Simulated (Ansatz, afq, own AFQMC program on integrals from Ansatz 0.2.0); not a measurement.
# AlH (quintet): quantum Monte Carlo beside coupled cluster, cc-pVTZ, part 2 of 2

Ansatz 0.2.0, Gaussian basis, and an in-house AFQMC program (afq) on its integrals; all values are calculated; cc-pVTZ, frozen cores. The steps go on from the part before.

### 13 Phaseless AFQMC, CISD trial on UHF

It reads the integrals that the CCSD(T) run on this determinant wrote.

Run with:

```bash
$ afq ham --method phaseless --trial cisd --walkers 4000 --populations 20 --least-time 60 --time-step 0.005 --steps-per-block 50 --equilibration-blocks 28 --max-blocks 4000 --target-error 0.00012 --factor-cut 1e-05 --start spin_pure --seed 5853 --release-times 0.24,0.51,0.99,1.62,2.4 --release-step 0.03 --release-every 3 --taylor-order 6
```

The program printed:

```text
orbitals 43  electrons 4 0  factors 275 of 292
reference energy -242.25816350 Eh
CCSD correlation -0.02197585 Eh in 8 cycles, weight of the determinant in the CISD state 0.9740
energy of the start -242.280140 Eh
 block  time / (1/Eh)  mean weight  energy / Eh
     1     0.250  1.0000  -242.280155
     2     0.500  0.9999  -242.280203
     3     0.750  0.9999  -242.280250
     4     1.000  0.9999  -242.280302
     5     1.250  1.0000  -242.280348
     6     1.500  1.0000  -242.280395
     7     1.750  0.9999  -242.280425
     8     2.000  1.0000  -242.280445
     9     2.250  0.9999  -242.280451
    10     2.500  1.0001  -242.280474
    11     2.750  0.9999  -242.280492
    12     3.000  1.0001  -242.280510
    13     3.250  0.9999  -242.280534
    14     3.500  0.9999  -242.280529
    15     3.750  1.0000  -242.280515
    16     4.000  0.9999  -242.280528
    17     4.250  1.0000  -242.280547
    18     4.500  0.9999  -242.280556
    19     4.750  1.0000  -242.280582
    20     5.000  0.9998  -242.280594
    21     5.250  1.0001  -242.280596
    22     5.500  1.0001  -242.280597
    23     5.750  0.9999  -242.280592
    24     6.000  1.0000  -242.280549
    25     6.250  1.0000  -242.280542
    26     6.500  1.0001  -242.280578
    27     6.750  0.9999  -242.280603
    28     7.000  1.0000  -242.280585
    29     7.250  1.0001  -242.280604
    30     7.500  1.0000  -242.280579
    31     7.750  1.0001  -242.280611
    32     8.000  1.0001  -242.280582
    33     8.250  1.0000  -242.280578
    34     8.500  1.0001  -242.280617
    35     8.750  0.9999  -242.280549
    36     9.000  1.0001  -242.280564
    37     9.250  1.0000  -242.280560
    38     9.500  1.0002  -242.280556
    39     9.750  1.0002  -242.280594
    40    10.000  1.0001  -242.280587
    41    10.250  1.0001  -242.280584
    42    10.500  0.9999  -242.280599
    43    10.750  1.0000  -242.280572
    44    11.000  1.0001  -242.280592
    45    11.250  0.9999  -242.280589
    46    11.500  0.9999  -242.280609
    47    11.750  1.0000  -242.280567
    48    12.000  1.0000  -242.280566
    49    12.250  1.0000  -242.280578
    50    12.500  1.0001  -242.280596
    51    12.750  1.0001  -242.280585
    52    13.000  0.9999  -242.280585
    53    13.250  0.9999  -242.280612
    54    13.500  1.0001  -242.280580
    55    13.750  1.0000  -242.280564
    56    14.000  0.9999  -242.280599
    57    14.250  1.0001  -242.280598
    58    14.500  0.9999  -242.280563
    59    14.750  0.9998  -242.280570
    60    15.000  0.9999  -242.280568
    61    15.250  1.0000  -242.280632
    62    15.500  1.0000  -242.280567
    63    15.750  1.0000  -242.280582
    64    16.000  0.9998  -242.280589
    65    16.250  1.0001  -242.280584
    66    16.500  1.0000  -242.280615
    67    16.750  1.0001  -242.280558
    68    17.000  1.0001  -242.280580
    69    17.250  0.9999  -242.280579
    70    17.500  1.0000  -242.280581
    71    17.750  0.9999  -242.280612
    72    18.000  0.9999  -242.280586
    73    18.250  1.0000  -242.280584
    74    18.500  1.0000  -242.280565
    75    18.750  1.0000  -242.280581
    76    19.000  1.0000  -242.280579
    77    19.250  0.9999  -242.280579
    78    19.500  1.0000  -242.280574
error from the spread of 20 populations
released: time / (1/Eh)  energy / Eh  error  mean overlap
  0.24  -242.280592  0.000008  0.9993
  0.51  -242.280633  0.000038  0.9991
  0.99  -242.280602  0.000005  0.9976
  1.62  -242.280612  0.000007  0.9965
  2.40  -242.280619  0.000008  0.9947
energy -242.280584 +/- 0.000008 Eh
```

It took 79 s on 1 × NVIDIA H100 80GB HBM3 with 2 threads of AMD EPYC 7R13 (Zen 3), shared host; peak host memory 1.6 GiB.

Energy -6592.7905 ± 0.0002 eV. Caveats: constraint bias not in the error.

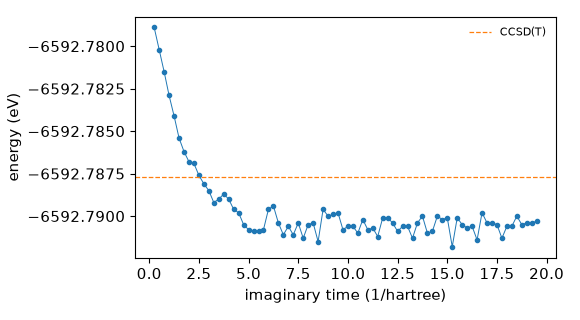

Block energies along the walk.

### 14 Phaseless AFQMC, single-determinant trial on UHF

It reads the integrals that the CCSD(T) run on this determinant wrote.

Run with:

```bash
$ afq ham --method phaseless --trial hf --walkers 4000 --populations 20 --least-time 40 --time-step 0.005 --steps-per-block 20 --equilibration-blocks 112 --max-blocks 4000 --target-error 0.0006000000000000001 --factor-cut 1e-05 --start spin_pure --seed 6493 --taylor-order 6
```

The program printed:

```text
orbitals 43  electrons 4 0  factors 275 of 292
reference energy -242.25816350 Eh
CCSD correlation -0.02197585 Eh in 8 cycles, weight of the determinant in the CISD state 0.9740
energy of the start -242.258163 Eh
 block  time / (1/Eh)  mean weight  energy / Eh
     1     0.100  1.0000  -242.260432
     2     0.200  1.0001  -242.262356
     3     0.300  1.0001  -242.264110
     4     0.400  1.0001  -242.265590
     5     0.500  0.9999  -242.266885
     6     0.600  1.0000  -242.268061
     7     0.700  1.0001  -242.269165
     8     0.800  1.0000  -242.270052
     9     0.900  1.0001  -242.270713
    10     1.000  1.0000  -242.271511
    13     1.300  1.0000  -242.273423
    17     1.700  1.0001  -242.275414
    21     2.100  1.0000  -242.276984
    25     2.500  1.0000  -242.277518
    29     2.900  1.0000  -242.278096
    33     3.300  1.0000  -242.279067
    37     3.700  0.9999  -242.279512
    41     4.100  1.0001  -242.279880
    45     4.500  1.0000  -242.279936
    49     4.900  1.0002  -242.279872
    53     5.300  1.0001  -242.279826
    57     5.700  0.9999  -242.279857
    61     6.100  1.0001  -242.279784
    65     6.500  1.0000  -242.279756
    69     6.900  1.0001  -242.279994
    73     7.300  1.0001  -242.280403
    77     7.700  0.9999  -242.280394
    81     8.100  1.0001  -242.279782
    85     8.500  1.0000  -242.279955
    89     8.900  1.0000  -242.279847
    93     9.300  1.0000  -242.279843
    97     9.700  1.0000  -242.279542
   101    10.100  1.0001  -242.279452
   105    10.500  0.9999  -242.279537
   109    10.900  0.9999  -242.279717
   113    11.300  1.0000  -242.280452
   117    11.700  1.0001  -242.280375
   121    12.100  1.0001  -242.280603
   125    12.500  1.0000  -242.280236
   129    12.900  1.0001  -242.279871
   133    13.300  0.9997  -242.279646
   137    13.700  1.0003  -242.279862
   141    14.100  1.0001  -242.280441
   145    14.500  1.0000  -242.280048
   149    14.900  1.0000  -242.279784
   153    15.300  1.0002  -242.279465
   157    15.700  1.0000  -242.279284
   161    16.100  1.0000  -242.279644
   165    16.500  1.0000  -242.279724
   169    16.900  1.0000  -242.279771
   173    17.300  1.0001  -242.279512
   177    17.700  1.0000  -242.279721
   181    18.100  1.0000  -242.279753
   185    18.500  0.9999  -242.279727
   189    18.900  1.0002  -242.280019
error from the spread of 20 populations
energy -242.279865 +/- 0.000181 Eh
```

It took 42 s on 1 × NVIDIA H100 80GB HBM3 with 2 threads of AMD EPYC 7R13 (Zen 3), shared host; peak host memory 1.6 GiB.

Energy -6592.7710 ± 0.0049 eV. Caveats: constraint bias not in the error.

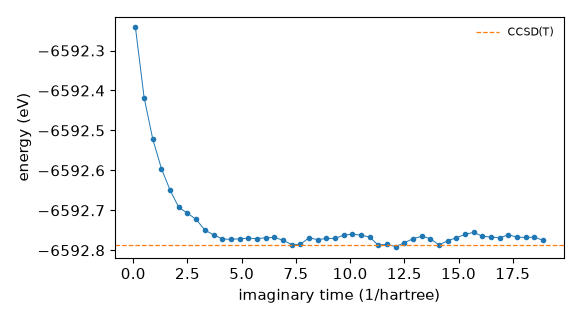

Block energies along the walk.

### 15 Free-projection AFQMC, CISD trial on UHF

It reads the integrals that the CCSD(T) run on this determinant wrote.

Run with:

```bash
$ afq ham --method free --trial cisd --walkers 4000 --time-step 0.03 --max-blocks 4000 --target-error 0.00024 --factor-cut 1e-05 --seed 1104 --times 0,0.3,0.6,1.2,1.8,2.4,3.6,4.8,6 --taylor-order 8
```

The program printed:

```text
orbitals 43  electrons 4 0  factors 275 of 292
reference energy -242.25816350 Eh
CCSD correlation -0.02197585 Eh in 8 cycles, weight of the determinant in the CISD state 0.9740
repeat  energy at the last time / Eh  error
    10  -242.280620  0.000008
    20  -242.280622  0.000006
    30  -242.280657  0.000032
time / (1/Eh)  energy / Eh  error  mean overlap
  0.00  -242.280139  0.000000  1.0266
  0.30  -242.280339  0.000001  1.0261
  0.60  -242.280450  0.000002  1.0253
  1.20  -242.280551  0.000002  1.0245
  1.80  -242.280592  0.000002  1.0244
  2.40  -242.280611  0.000002  1.0232
  3.60  -242.280612  0.000003  1.0222
  4.80  -242.280619  0.000004  1.0187
  6.00  -242.280656  0.000031  1.0150
energy -242.280656 +/- 0.000031 Eh
```

It took 49 s on 1 × NVIDIA H100 80GB HBM3 with 2 threads of AMD EPYC 7R13 (Zen 3), shared host; peak host memory 1.6 GiB.

Energy -6592.7925 ± 0.0008 eV. The run doesn't count as converged. Caveats: remainder of the start not in the error; phase noise grows fast.

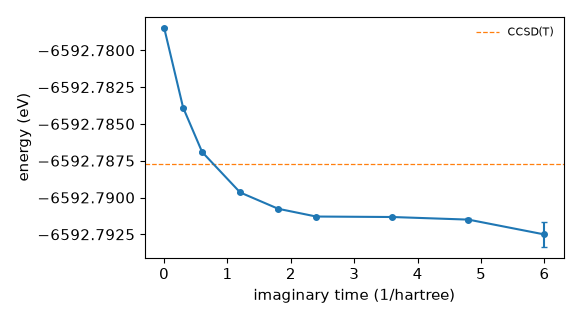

Energy against projection time, with error bars.

### 16 AFQMC on the ladder

The full CI on restricted orbitals is not used as the yardstick for these unrestricted rows.

On the UHF determinant, counted from CCSDT(Q) (a yardstick, not exact):

| level | energy (eV) | from CCSDT(Q) (kJ/mol) | statistical error (kJ/mol) | time |
| --- | --- | --- | --- | --- |
| HF | -6592.1805 | +59.0 |  |  |
| MP2 | -6592.5835 | +20.1 |  |  |
| CCSD | -6592.7785 | +1.3 |  |  |
| CCSD(T) | -6592.7877 | +0.4 |  |  |
| CCSDT(Q) | -6592.7916 | 0.0 |  |  |
| Phaseless AFQMC, CISD trial, step 0.005, 4000 walkers | -6592.7905 | +0.1 | 0.0 | 79 s |
| Phaseless AFQMC, single-determinant trial, step 0.005, 4000 walkers | -6592.7710 | +2.0 | 0.5 | 42 s |

The functionals' totals stand on their own zeros and serve differences with other points: PBE -6600.757 eV; r2SCAN -6604.099 eV; PBE0 -6601.530 eV; B3LYP -6604.807 eV; wB97M-V -6603.473 eV; B2PLYP -6601.096 eV.

### 17 What came out

The summary covers parts 1 to 2.

| quantity | value |
| --- | --- |
| CCSD(T) on UHF from CCSDT(Q) | +0.4 kJ/mol |
| Phaseless AFQMC, CISD trial on UHF from CCSDT(Q) | +0.1 ± 0.0 kJ/mol |
| Phaseless AFQMC, single-determinant trial on UHF from CCSDT(Q) | +2.0 ± 0.5 kJ/mol |

**Reading.** On UHF the phaseless walk with the CISD trial lies +0.1 kJ/mol from CCSDT(Q), 5 times its error bar. A single-determinant trial moves the result by +1.9 kJ/mol. Error bars are statistical and leave out the constraint, the time step and what remains of the start.
